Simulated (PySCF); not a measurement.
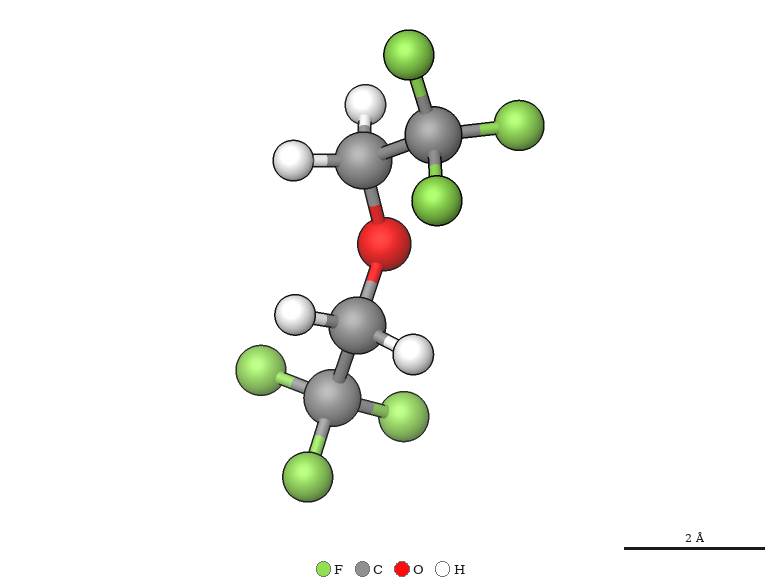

Rendered structure (ball-and-stick style). Every bond is drawn as one stick, whatever its order.

Count the atoms of each element.

C₄H₄F₆O, 15 atoms: 4 carbon, 4 hydrogen, 6 fluorine and 1 oxygen.

Give a SMILES string for it.

FC(F)(F)COCC(F)(F)F

How many bonds of each kind are drawn?

6 C–F, 4 C–H, 2 C–C, 2 C–O.

The parts below concern this one geometry. Atoms keep their numbers from picture to picture. Computed geometry: PBE0-D3(BJ)/def2-SVP optimisation. No frequency run is at hand to confirm it as a minimum.

Geometry

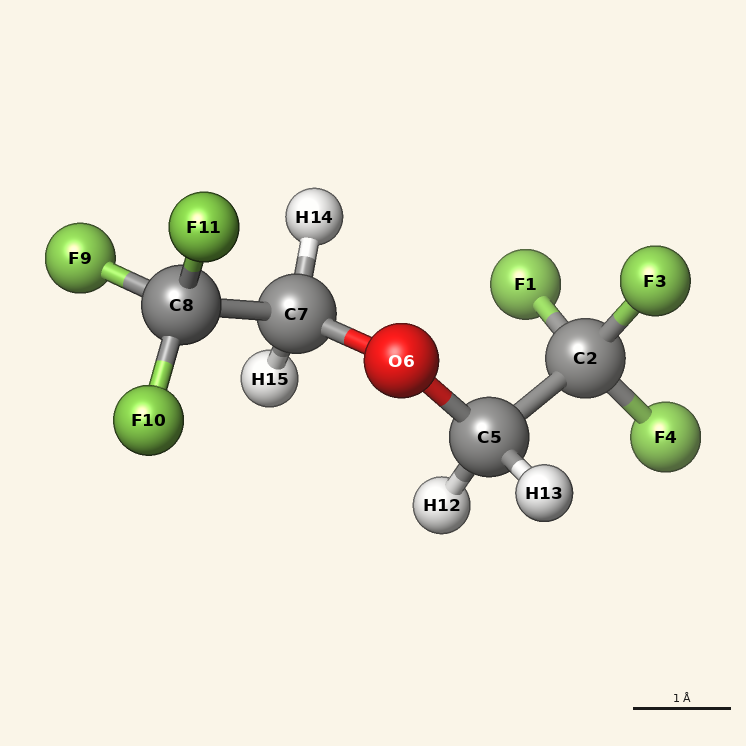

Atoms carry their numbers in the input. No frequency run is at hand to confirm it as a minimum.

Give the bond lengths.

```tsv
bond	length (Å)	order
F1–C2	1.340	single
C2–F3	1.328	single
C2–F4	1.335	single
C2–C5	1.518	single
C5–O6	1.386	single
C5–H12	1.106	single
C5–H13	1.100	single
O6–C7	1.394	single
C7–C8	1.512	single
C7–H14	1.103	single
C7–H15	1.104	single
C8–F9	1.336	single
C8–F10	1.332	single
C8–F11	1.329	single
```

NMR shielding

The questions are on isotropic NMR shieldings of the F atoms. No frequency run is at hand to confirm it as a minimum. Method: GIAO ωB97X-D/pcSseg-1 NMR shielding, non-relativistic, IEF-PCM chloroform (PySCF 2.14.0).

Give the isotropic NMR shieldings of the F atoms atom by atom.

```json
{"atom": "F1", "σ (ppm)": "268.1"}
{"atom": "F3", "σ (ppm)": "271.7"}
{"atom": "F4", "σ (ppm)": "271.8"}
{"atom": "F9", "σ (ppm)": "271.3"}
{"atom": "F10", "σ (ppm)": "272.1"}
{"atom": "F11", "σ (ppm)": "273.1"}
```

Electronic properties

No frequency run is at hand to confirm it as a minimum. Method: PBE0/pcSseg-1 in water (IEF-PCM) (PySCF 2.14.0).

Computed properties:

- dipole moment: 2.56 D
- HOMO energy (Kohn–Sham orbital): −8.43 eV
- LUMO energy (Kohn–Sham orbital): 1.60 eV
- HOMO–LUMO gap: 10.02 eV

Quadrupole coupling

No frequency run is at hand to confirm it as a minimum. Electric field gradients from the ground-state density, PBE0/pcSseg-1 in chloroform (IEF-PCM) (PySCF 2.14.0), non-relativistic apart from any core potentials.

Give the largest field-gradient component, the quadrupole coupling constant and the asymmetry for 17O at O6 (Q = −25.6 mb), 2H at H12 (Q = 2.86 mb), 2H at H13 (Q = 2.86 mb), 2H at H14 (Q = 2.86 mb), 2H at H15 (Q = 2.86 mb).

| atom | V_zz (a.u.) | e²qQ/h (MHz) | η |
| --- | --- | --- | --- |
| O6 | 2.099 | −12.63 | 0.88 |
| H12 | 0.262 | 0.176 | 0.08 |
| H13 | 0.274 | 0.184 | 0.06 |
| H14 | 0.267 | 0.180 | 0.07 |
| H15 | 0.264 | 0.177 | 0.11 |

Charges

The questions are on IAO charges. No frequency run is at hand to confirm it as a minimum. Level of theory: PBE0/pcSseg-1 in chloroform (IEF-PCM) (PySCF 2.14.0).

List the IAO charges.

| atom | value (e) |
| --- | --- |
| F1 | −0.29 |
| C2 | 0.80 |
| F3 | −0.28 |
| F4 | −0.28 |
| C5 | −0.10 |
| O6 | −0.38 |
| C7 | −0.10 |
| C8 | 0.81 |
| F9 | −0.29 |
| F10 | −0.28 |
| F11 | −0.28 |
| H12 | 0.15 |
| H13 | 0.19 |
| H14 | 0.17 |
| H15 | 0.16 |
